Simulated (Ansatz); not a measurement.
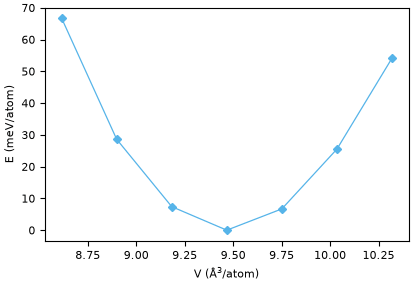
Figure. Cr₂N (anti-CdI2 type, P-3m1) under volume change, PBEsol in the plane-wave PAW code Ansatz, shape and atoms relaxed at each volume.

**Question.** What does a third-order Birch–Murnaghan fit give for V₀, B₀ and B′?

**Answer.** V₀ = 9.47 Å³/atom, B₀ = 249 GPa, B′ = 3.0.

A made-up cell: these elements were put on the sites of a structure type; neither database checked (COD, Materials Project) lists it. COD files the formula under space group No. 162. Whether it is the stable phase at ambient conditions was not checked. Symmetry was held in the PBEsol relaxation; its stability against distortions is not shown here. The workflow began spin-polarised and lost its moments.

Potentials: the earlier of the program's two PAW sets. The files were generated under PBE; for other functionals the program regenerates the frozen cores, and for LDA and PBEsol the local potential too.
